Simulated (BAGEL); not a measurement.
# HF/def2-SVPD (density fitting with cc-pvqz-jkfit) run of NSF3 (thiazyl trifluoride)

What is the energy change on altering one bond length of NSF3 (thiazyl trifluoride) at HF/def2-SVPD (density fitting with cc-pvqz-jkfit)? 

The calculation is run with BAGEL 1.2.2.

8 further runs of the same task are left out: 7 that didn't finish, 1 set aside as unsound or not needed.

## 1. Starting point

The species is NSF3 (5 atoms), meant as a singlet with charge 0. SMILES: `N#S(F)(F)F`. The coordinates come from a PBE0-D4/def2-TZVP relaxation.

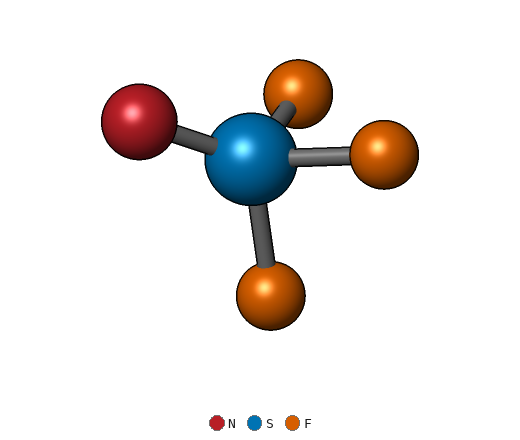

The structure, seen from a chosen angle (nitrogen red, sulfur blue, fluorine orange).

## 2. The energy at HF/def2-SVPD (density fitting with cc-pvqz-jkfit)

input.json

```json
{ "bagel" : [

{
  "title" : "molecule",
  "basis" : "def2-svpd.json",
  "df_basis" : "cc-pvqz-jkfit",
  "angstrom" : true,
  "geometry" : [
    { "atom" : "N", "xyz" : [      -0.349630,      -0.004150,       1.591380 ] },
    { "atom" : "S", "xyz" : [      -0.047340,      -0.000560,       0.215490 ] },
    { "atom" : "F", "xyz" : [       1.023370,      -0.939300,      -0.408980 ] },
    { "atom" : "F", "xyz" : [      -1.108620,      -0.317610,      -0.875740 ] },
    { "atom" : "F", "xyz" : [       0.482210,       1.261610,      -0.522150 ] }
  ]
},

{
  "title" : "hf"
},

{
  "title" : "print",
  "file" : "orbitals.molden",
  "orbitals" : true
}

]}
```

The basis set def2-SVPD is read from a file made from the Basis Set Exchange's data (not shown).

Launch:

```bash
$ BAGEL_NUM_THREADS=1 BAGEL input.json > input.out
```

The program printed:

```text
* using 1 threads per process

  ===============================================================
  ===============================================================

  *** Geometry ***

  { "atom" : "N", "xyz" : [     -0.660705,     -0.007842,      3.007272 ] },
  { "atom" : "S", "xyz" : [     -0.089460,     -0.001058,      0.407217 ] },
  { "atom" : "F", "xyz" : [      1.933889,     -1.775020,     -0.772860 ] },
  { "atom" : "F", "xyz" : [     -2.094988,     -0.600196,     -1.654909 ] },
  { "atom" : "F", "xyz" : [      0.911245,      2.384097,     -0.986720 ] },

  Number of auxiliary basis functions:      572

  Since a DF basis is specified, we compute 2- and 3-index integrals:
    o Being stored without compression. Storage requirement is 0.062 GB

  Number of basis functions:      116
  Number of electrons      :       50

    * METHOD: MOLECULE                             0.32

  *** RHF ***

  === Nuclear Repulsion ===
   284.2267288994

      * DIIS with orbital gradients will be used.

  === RHF iteration (def2-svpd.json) ===
      0       -749.34369956          0.02205973           0.14
      1       -749.55278652          0.01608258           0.14
      2       -749.70183916          0.00137956           0.14
      3       -749.70384753          0.00070614           0.14
      4       -749.70433511          0.00022673           0.14
      5       -749.70440316          0.00007795           0.14
      6       -749.70441806          0.00002796           0.14
      7       -749.70441971          0.00000522           0.14
      8       -749.70441975          0.00000215           0.13
      9       -749.70441976          0.00000103           0.12
     10       -749.70441976          0.00000034           0.13
     11       -749.70441976          0.00000012           0.13
     12       -749.70441976          0.00000002           0.13
     13       -749.70441976          0.00000001           0.13
    * SCF iteration converged.

    * Permanent dipole moment:
           (   -0.182053,    -0.002169,     0.828589) a.u.

    * METHOD: HF                                   2.13

    * METHOD: PRINT                                0.02

  ===============================================================
```

It took 2.6 s on 1 thread of Arm Neoverse V2, shared host; peak memory 0.17 GiB.

## 3. The distorted shape at the same level

input.json

```json
{ "bagel" : [

{
  "title" : "molecule",
  "basis" : "def2-svpd.json",
  "df_basis" : "cc-pvqz-jkfit",
  "angstrom" : true,
  "geometry" : [
    { "atom" : "N", "xyz" : [   -0.985088,   -1.518749,    2.476545 ] },
    { "atom" : "S", "xyz" : [   -0.682798,   -1.515159,    1.100655 ] },
    { "atom" : "F", "xyz" : [    0.387912,   -2.453899,    0.476185 ] },
    { "atom" : "F", "xyz" : [   -1.744078,   -1.832209,    0.009425 ] },
    { "atom" : "F", "xyz" : [    0.482210,    1.261610,   -0.522150 ] }
  ]
},
{
  "title" : "hf"
},
{
  "title" : "print",
  "file" : "orbitals.molden",
  "orbitals" : true
}

]}
```

The basis set def2-SVPD is read from a file made from the Basis Set Exchange's data (not shown).

Launch:

```bash
$ BAGEL_NUM_THREADS=1 BAGEL input.json > input.out
```

The program printed:

```text
* using 1 threads per process

  ===============================================================
  ===============================================================

  *** Geometry ***

  { "atom" : "N", "xyz" : [     -1.861547,     -2.870020,      4.679992 ] },
  { "atom" : "S", "xyz" : [     -1.290301,     -2.863236,      2.079937 ] },
  { "atom" : "F", "xyz" : [      0.733047,     -4.637197,      0.899859 ] },
  { "atom" : "F", "xyz" : [     -3.295830,     -3.462373,      0.017811 ] },
  { "atom" : "F", "xyz" : [      0.911245,      2.384097,     -0.986720 ] },

  Number of auxiliary basis functions:      572

  Since a DF basis is specified, we compute 2- and 3-index integrals:
    o Being stored without compression. Storage requirement is 0.062 GB

  Number of basis functions:      116
  Number of electrons      :       50

    * METHOD: MOLECULE                             0.32

  *** RHF ***

  === Nuclear Repulsion ===
   236.8458270140

      * DIIS with orbital gradients will be used.

  === RHF iteration (def2-svpd.json) ===
      0       -748.90240327          0.02472807           0.15
      1       -747.49248788          0.04563570           0.14
      2       -749.34868410          0.01051931           0.14
      3       -749.43955885          0.00336910           0.14
      4       -749.45564130          0.00161643           0.14
      5       -749.46089331          0.00085644           0.14
      6       -749.46360169          0.00070496           0.14
      7       -749.46522434          0.00038997           0.12
      8       -749.46610429          0.00018209           0.13
      9       -749.46614593          0.00006935           0.13
     10       -749.46615431          0.00003197           0.13
     11       -749.46615584          0.00002430           0.13
     12       -749.46615698          0.00001190           0.12
     13       -749.46615745          0.00000761           0.12
     14       -749.46615769          0.00000522           0.12
     15       -749.46615793          0.00000431           0.12
     16       -749.46615808          0.00000288           0.12
     17       -749.46615818          0.00000240           0.12
     18       -749.46615821          0.00000176           0.13
     19       -749.46615824          0.00000124           0.15
     20       -749.46615826          0.00000101           0.14
     21       -749.46615826          0.00000055           0.14
     22       -749.46615826          0.00000047           0.14
     23       -749.46615826          0.00000021           0.14
     24       -749.46615826          0.00000012           0.14
     25       -749.46615826          0.00000005           0.14
     26       -749.46615826          0.00000004           0.14
     27       -749.46615826          0.00000002           0.13
     28       -749.46615826          0.00000001           0.12
    * SCF iteration converged.

    * Permanent dipole moment:
           (    1.411429,     3.558877,    -1.706680) a.u.

    * METHOD: HF                                   4.13

    * METHOD: PRINT                                0.02

  ===============================================================
```

It took 4.8 s on 1 thread of Arm Neoverse V2, shared host; peak memory 0.17 GiB.

## 4. What came out

At HF/def2-SVPD (density fitting with cc-pvqz-jkfit):

```
                                                         quantity          value
                                        first shape: total energy  -749.70442 Eh
                                       first shape: dipole moment         2.16 D
                                         first shape: HOMO energy      -13.29 eV
                                         first shape: LUMO energy        1.65 eV
                                       first shape: HOMO–LUMO gap       14.95 eV
                                    distorted shape: total energy  -749.46616 Eh
                                   distorted shape: dipole moment        10.65 D
                                     distorted shape: HOMO energy      -10.39 eV
                                     distorted shape: LUMO energy       -5.08 eV
                                   distorted shape: HOMO–LUMO gap        5.31 eV
energy change with the S2–F5 bond stretched from 1.555 to 3.421 Å       6.483 eV
```

One bond (distorted shape) is far stretched, which a spin-restricted single reference describes badly; a broken-symmetry solution may lie lower. With the S2–F5 bond stretched from 1.555 to 3.421 Å the energy rises by 6.48 eV (150 kcal/mol). The first shape isn't relaxed at this level, so the change isn't measured from a minimum. A restricted reference can't describe the breaking bond well at this length.
